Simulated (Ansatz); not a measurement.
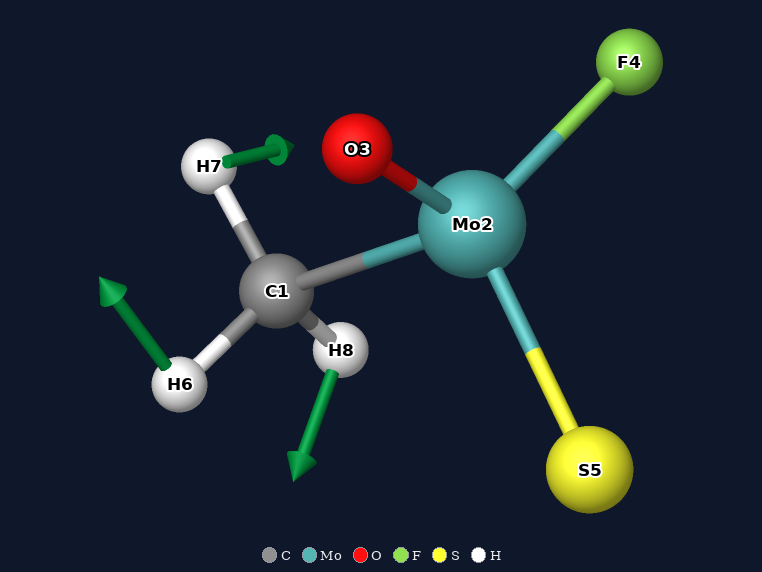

The arrows show one normal mode. Charge 0, singlet. Harmonic vibrations computed with RKS PBE0-D4/def2-TZVP, core potentials on Mo (Ansatz 0.2.0) at a stationary point of the same level.

What kind of motion is it?

A torsion or out-of-plane motion in which bond lengths and bond angles hardly change.

At what wavenumber does it lie?

155 cm⁻¹; it is mode 1 of 18 counted from the lowest.
